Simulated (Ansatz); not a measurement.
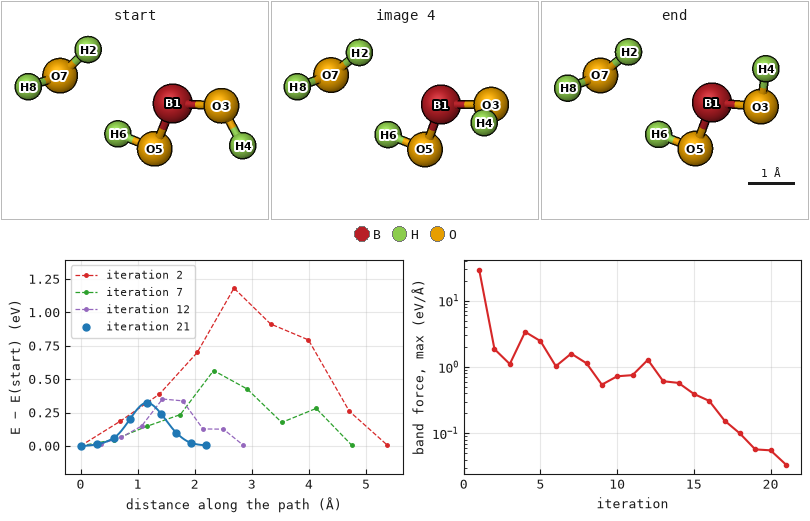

A nudged-elastic-band calculation for BH4O3 (multiplicity 2). Images are numbered from 0 (start) to 8 (end). The plot follows the band through its iterations. A ball-and-stick model, seen at a tilt.

These are results of UKS PBE-D4/6-31G* (Ansatz 0.2.0), not measurements. Set-up: 7 movable images; climbing image; force threshold 0.05 eV/Å; iteration limit 60; starting path through a guess of the saddle point.

### Judge this run.

The result is final at these settings. The band converged in 21 iterations. The largest component of the band force went from 30 to 0.034 eV/Å. The climbing image converged on the top of the path. Its vibrational analysis gives one imaginary mode (559i cm⁻¹), as a transition state must have. The first iteration put the highest image at 5.85 eV. The highest point, image 4, lies 0.32 eV above the start and 0.32 eV above the end; the end is at +0.01 eV relative to the start.

Cost: 96 s on 2 threads of Intel(R) Xeon(R) 6975P-C (Granite Rapids), on a shared host, peak memory 0.16 GiB.
